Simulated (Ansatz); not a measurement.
Consider GaH$_{4}$N.

```yaml
atoms:
  - { symbol: Ga, position_ang: [0.0058, -0.0005, -0.0036] }
  - { symbol: H, position_ang: [0.0557, -0.5474, 1.4690] }
  - { symbol: N, position_ang: [1.5862, 0.0005, -0.9156] }
  - { symbol: H, position_ang: [2.4739, -0.3257, -0.5291] }
  - { symbol: H, position_ang: [1.6955, 0.3276, -1.8773] }
  - { symbol: H, position_ang: [-1.2446, 0.5456, -0.7835] }
```

Level of theory: RKS PBE-D4/def2-SVP in Ansatz.

> Predict the electron density and electron localisation function between the atoms.

Ga–N (1.82 Å): the density is about 0.88 e/Å³ at the midpoint; the ELF peaks at about 0.90 in the valence shell of N, 0.6 Å from its nucleus, and is about 0.30 at the midpoint.
N–H (1.02 Å): ρ is about 2.7 e/Å³ halfway; the ELF climbs to about 1 towards the hydrogen, as it does in any bond to H: a covalent bond by its length.
Ga–H (1.57 Å): the density is about 0.95 e/Å³ at the midpoint; the ELF climbs to about 1 towards the hydrogen.

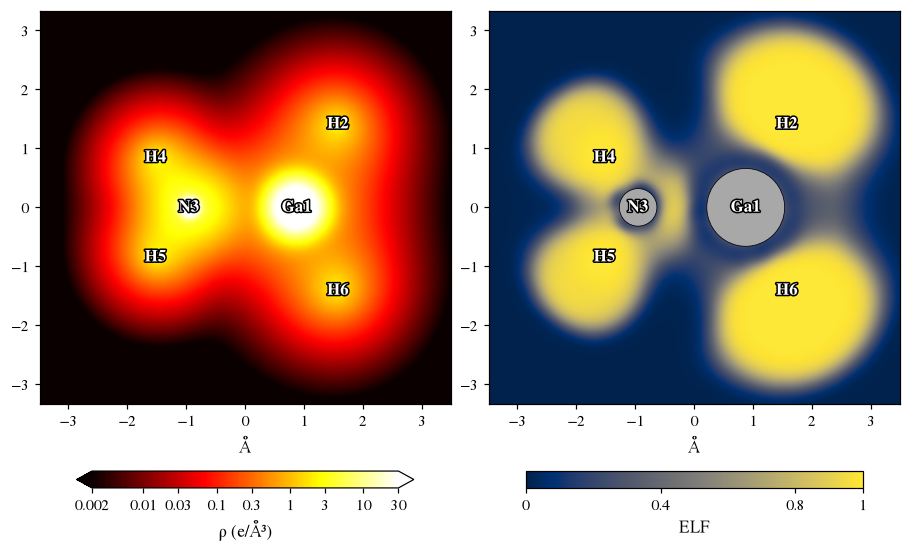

Computed electron density and electron localisation function on the molecular plane, in this order. Grey discs cover the atomic cores in the ELF map. 
